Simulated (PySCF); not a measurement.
**CH8O3Si3 (SMILES O=C[SiH2]O[SiH2]O[SiH3]): density, localisation and related maps**

```xyz
15

O    -4.3054   -0.0538    0.3575
C    -3.2550    0.5181    0.2126
Si   -1.6225   -0.3528   -0.2906
O    -0.5731    0.8657   -0.4387
Si    0.9410    1.3995   -0.7063
O     1.9927    0.1917   -0.5376
Si    2.5840   -1.2472   -0.0734
H    -3.2139    1.6184    0.3831
H    -1.2121   -1.2634    0.7761
H    -1.7820   -1.0359   -1.5720
H     1.0117    1.8244   -2.0945
H     1.1857    2.3842    0.3351
H     3.4718   -0.9709    1.0548
H     3.2980   -1.7498   -1.2445
H     1.4748   -2.1203    0.3108
```

Geometry: GFN2-xTB.

Computed with PBE0/pcSseg-1, SCF density, gas phase, non-relativistic in PySCF 2.14.0.

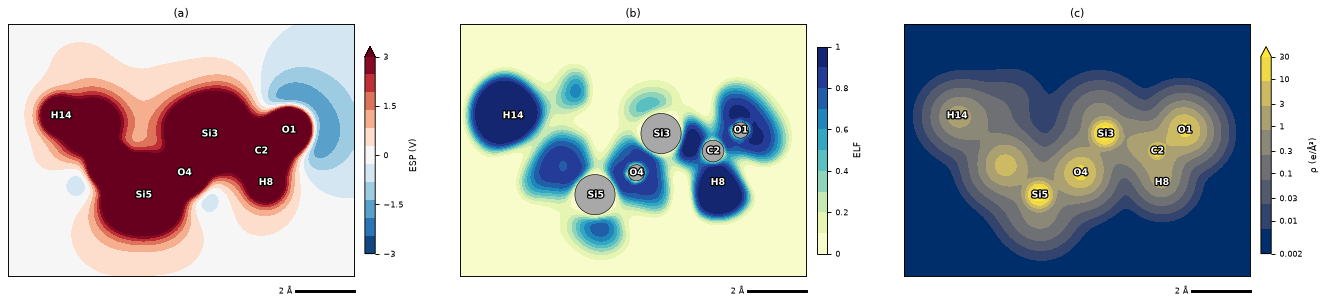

Figure 1. (a) molecular electrostatic potential; (b) electron localisation function; (c) electron density on the plane of atoms Si3, O4 and Si5. Grey discs cover the atomic cores in the ELF map.

What do the fields say about this system?

The plane passes through O, C, Si and H nuclei.
C–O (1.20 Å): the density is about 3.3 e/Å³ at the midpoint; the ELF peaks at about 0.85 between the atoms; a short, multiple covalent bond.
Si–O (1.61 Å): ρ at the midpoint is about 1.2 e/Å³; the ELF peaks at about 0.85 between the atoms; a short, strongly polar bond.
C–Si (1.92 Å): ρ is about 0.95 e/Å³ halfway; the ELF peaks at about 1 between the atoms (localised, covalent bonding).
C–H (1.11 Å): the density is about 2 e/Å³ at the midpoint; the ELF climbs to about 1 towards the hydrogen, as it does in any bond to H; an ordinary covalent bond to hydrogen.
The ELF also peaks beside O4, O6 and O1, away from the bonds: lone-pair regions.
Outside the dense part of the molecule the potential is most negative (−1.9 V) near O1.

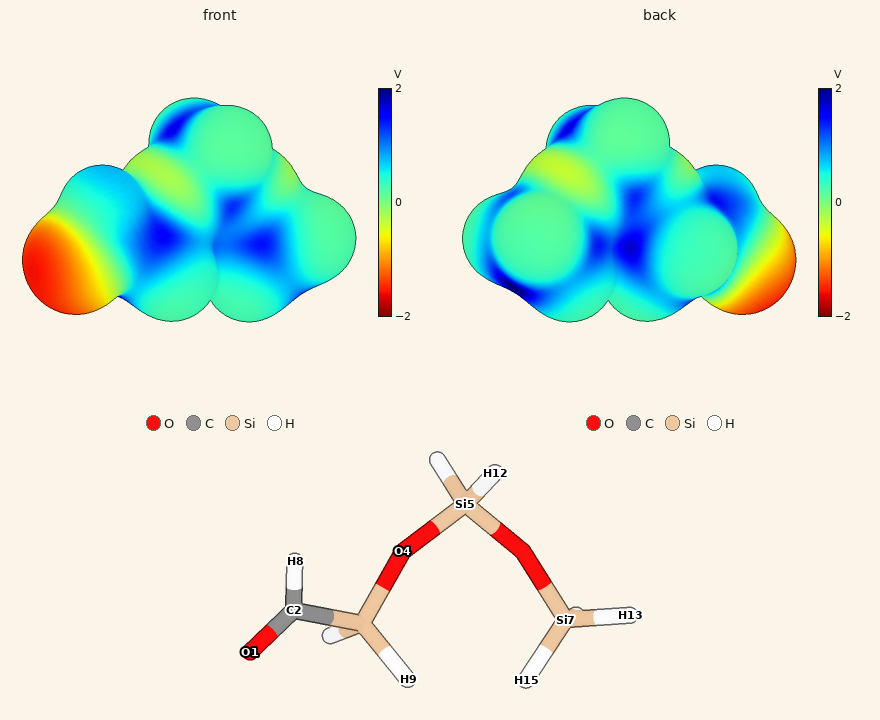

Figure 2. The electrostatic potential painted on the density surface at 0.002 e/bohr³, seen from the front and from behind; red is negative and blue positive. The bare structure is drawn below in the same view.

Describe the electrostatic potential map.

The most negative region (about −1.5 V) lies over O1, the most positive (about +1.8 V) over Si7. O1 is the likeliest acceptor of a hydrogen bond.

What dipole moment does the calculation give?

Its dipole moment is 2.70 D.
